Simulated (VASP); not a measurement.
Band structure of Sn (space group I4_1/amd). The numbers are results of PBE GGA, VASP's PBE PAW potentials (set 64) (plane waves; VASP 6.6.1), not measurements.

Unless said otherwise, spin-orbit coupling is left out, though it shifts the bands of the heavy elements here.

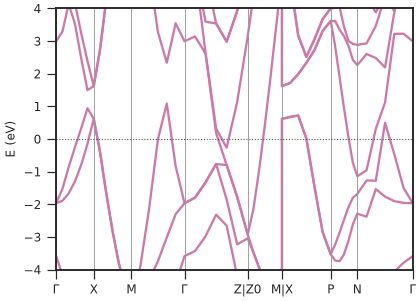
*Bands along high-symmetry lines, zero at the valence-band maximum or, without a gap, the Fermi level*

Task: Read the plot: is there a gap, and where are the band edges?

Result: It has no gap at this level: it comes out as a metal or semimetal.

The structure is a typed Sn crystal (I4_1/amd). The cell was not relaxed at this level.
